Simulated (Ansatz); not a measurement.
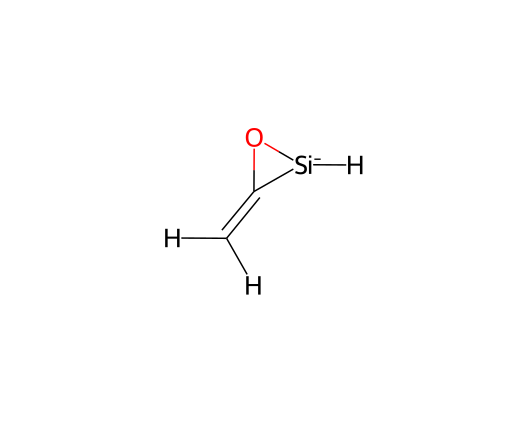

The picture comes from a calculation with Ansatz.

A structural formula. State: charge −1, singlet.

Question: Transcribe the drawing into SMILES.

Answer: C=C1O[SiH-]1

Question: What is the molecular formula?

Answer: C2H3OSi, charge -1.

Question: An optimisation with PBE0-D4/def2-TZVPD gave a structure of which point group?

Answer: C1.
